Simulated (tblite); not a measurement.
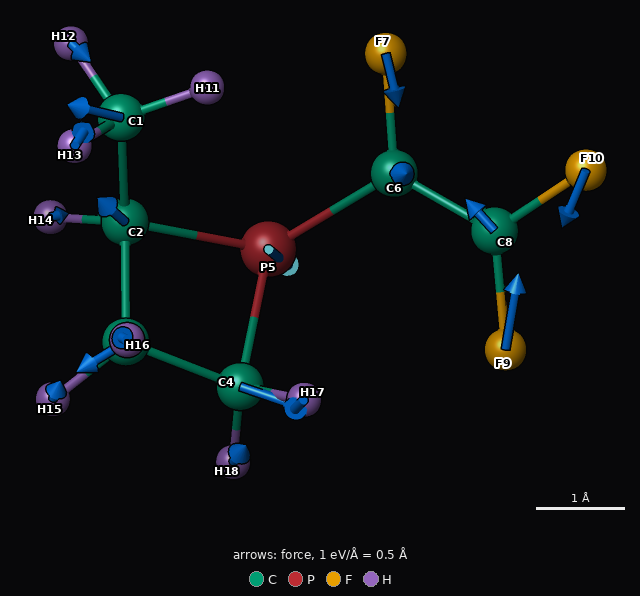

Starting geometry of C6H8F3P with the computed forces as blue arrows. Style: ball-and-stick. Shown face on.

Theory: GFN2-xTB geometry optimisation, gas phase in tblite 0.8.0. 

Q: What follows when this structure is relaxed?

A: It isn't relaxed: the largest force vector, on the P atom, is 2.58 eV/Å. The final displacements have little in common with the starting forces (cosine between the two patterns 0.15). Over 101 geometry steps the energy falls by 83.3 kJ/mol. The largest moves after the best rigid fit, 1.01 Å, are those of H atoms. Largest moves by element: H 1.01 Å, C 0.44 Å, F 0.43 Å, P 0.26 Å. Near-neighbour distances that change, for instance: C–P 1.845 → 1.898 Å, C–H 1.133 → 1.089 Å, C–F 1.371 → 1.329 Å, C–C 1.499 → 1.533 Å. Bond angles that change, for instance: C–P–C 116.0° → 98.6°, F–C–F 119.0° → 110.1°, P–C–H 114.2° → 105.3°. Groups turn about C–C by about 40°, C–P by about 30°, C–C by about 25°.
